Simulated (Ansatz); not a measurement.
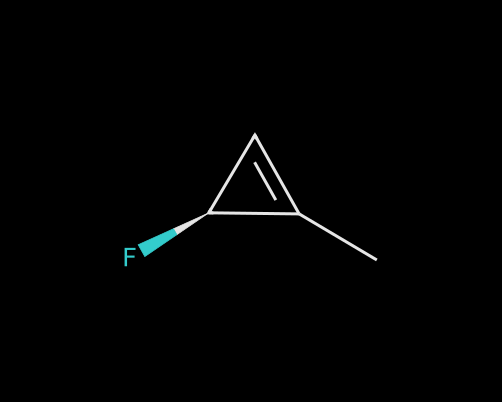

A structural formula.

Write the SMILES.

CC1=C[C@@H]1F

Give the formula, hydrogens included.

C4H5F.

An optimisation with PBE0-D4/def2-TZVP gave a structure of which point group?

C1.

The parts below concern this one geometry. Atoms keep their numbers from picture to picture. The computed structure is the end point of a PBE0-D4/def2-TZVP optimisation.

Shape

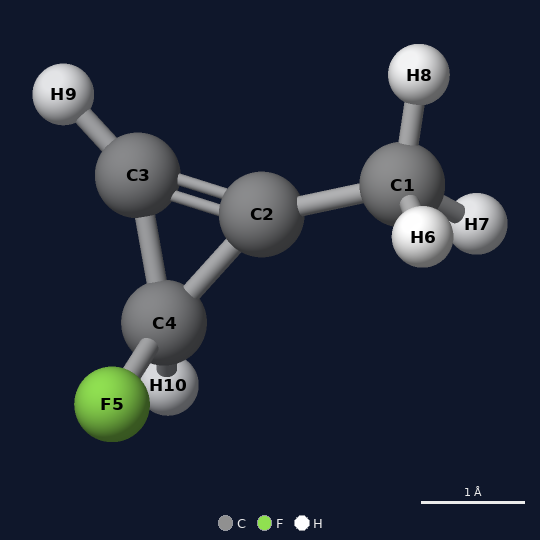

Numbered structure.

What are the angles C1–C2–C4, C2–C1–H6, C2–C1–H7, C2–C1–H8, C2–C3–C4, C2–C3–H9, C2–C4–C3, C2–C4–H10, C3–C2–C4, C3–C4–F5, C4–C3–H9, F5–C4–H10?

```
    angle  degrees
 C1–C2–C4    145.3
 C2–C1–H6    109.8
 C2–C1–H7    110.4
 C2–C1–H8    111.7
 C2–C3–C4     63.6
 C2–C3–H9    149.7
 C2–C4–C3     53.1
C2–C4–H10    125.2
 C3–C2–C4     63.3
 C3–C4–F5    118.6
 C4–C3–H9    146.6
F5–C4–H10    107.8
```

Levels of theory compared

Program: Ansatz 0.2.0.

Tabulate dipole (D), HOMO–LUMO gap (eV) at these levels: B3LYP-D4/def2-TZVPP; PBE-D4/def2-TZVPP; r2SCAN-D4/def2-TZVPP; ωB97M-V/def2-TZVPP.

```
               level  dipole (D)  HOMO–LUMO gap (eV)
 B3LYP-D4/def2-TZVPP        2.58                7.59
   PBE-D4/def2-TZVPP        2.47                5.60
r2SCAN-D4/def2-TZVPP        2.55                6.16
  ωB97M-V/def2-TZVPP        2.58               12.46
```

Thermal motion

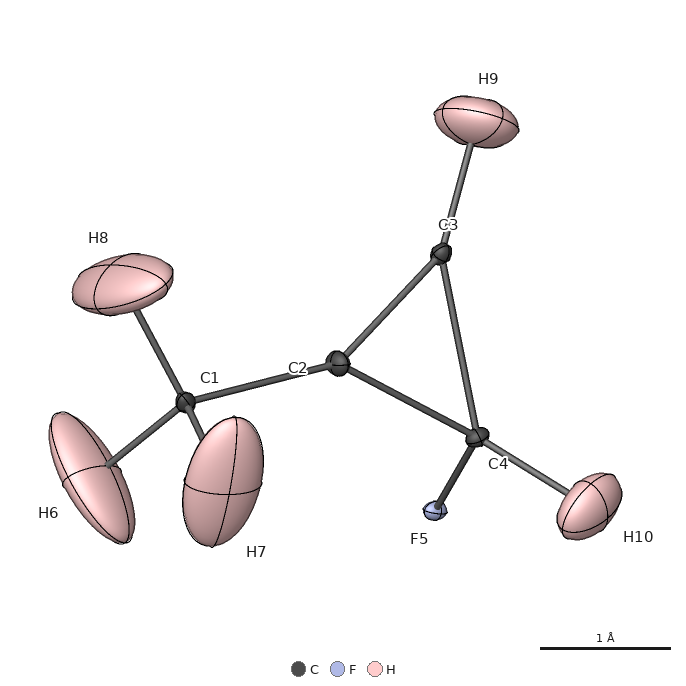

Displacement ellipsoids at the 50 % level, enlarged 1.5 times, from the internal vibrations of the free molecule (harmonic, no overall translation or rotation; no half-axis is drawn under 0.075 Å). Vibrations computed with RKS PBE0-D4/def2-TZVP (Ansatz 0.2.0). Temperature: 100 K.

Which atom has the largest mean-square displacement?

H6, with U_eq = 0.0304 Å².

Does H7 move more along its bond or across it?

Across it: the root-mean-square amplitude is 0.076 Å along the bond and up to 0.256 Å across, since bending and torsion are softer than stretching.

Give the displacement parameters, one line for each set of equivalent atoms.

```csv
atom,U_eq (Å²),rms amplitudes (Å)
C1,0.0013,"0.025, 0.031, 0.049"
C2,0.0018,"0.031, 0.042, 0.051"
C3,0.0013,"0.030, 0.036, 0.041"
C4,0.0013,"0.032, 0.036, 0.041"
F5,0.0011,"0.020, 0.029, 0.046"
H6,0.0304,"0.078, 0.149, 0.251"
H7,0.0297,"0.076, 0.133, 0.256"
H8,0.0284,"0.081, 0.132, 0.247"
H9,0.0165,"0.078, 0.138, 0.156"
H10,0.0126,"0.079, 0.111, 0.139"
```

Charges

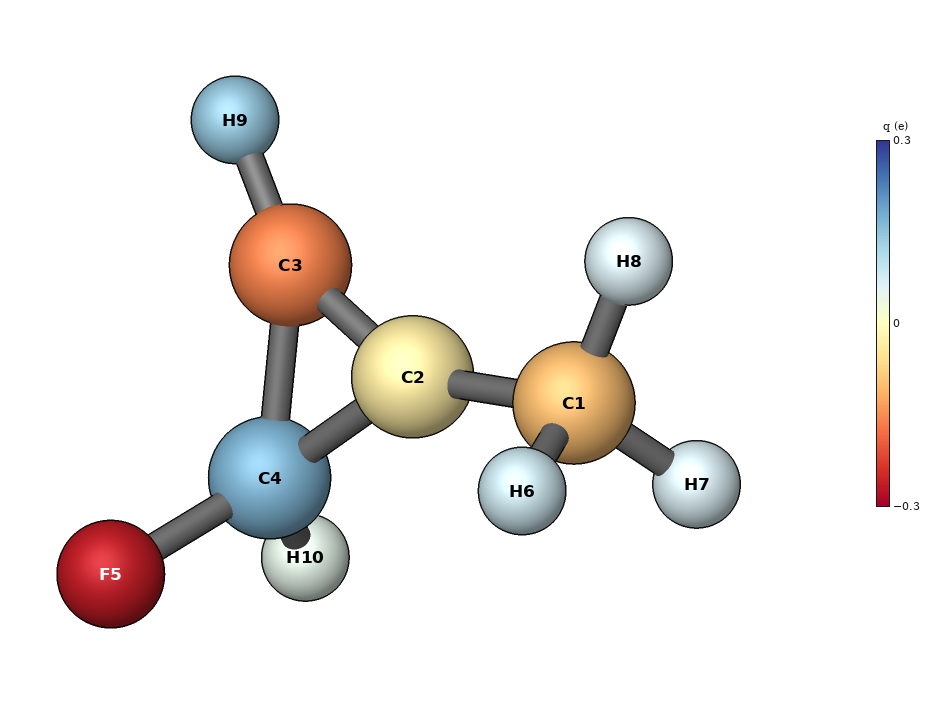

Atoms are coloured by their Mulliken charges. Properties computed with RKS r2SCAN-D4/def2-TZVPP (Ansatz 0.2.0).

Which atom carries the highest charge (most positive or least negative)?

C4 (0.17 e).

And the lowest?

F5 (−0.26 e).

List the Mulliken charges.

```csv
atom,value (e)
C1,−0.10
C2,−0.03
C3,−0.16
C4,0.17
F5,−0.26
H6,0.08
H7,0.06
H8,0.06
H9,0.14
H10,0.05
```

Mulliken values depend strongly on the basis set and can even reverse the polarity of a bond.
